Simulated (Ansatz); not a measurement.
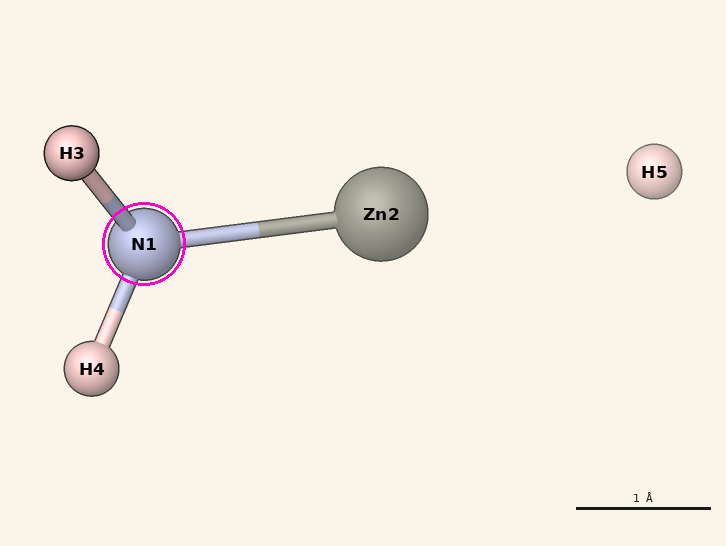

Source: calculation with Ansatz.

Orthographic view. Atoms fade into the background with distance from the viewer. Geometry: moved along internal coordinates away from the minimum.

Question: Name the neighbours of the circled atom.

Answer: The circled atom is N1; it is bonded to Zn2, H3, H4.

Question: Which atom is farthest from the viewer?

Answer: H5, 0.8 Å behind the mean position.

Question: Which atom is nearest the viewer?

Answer: H3, 0.9 Å in front of the mean position.
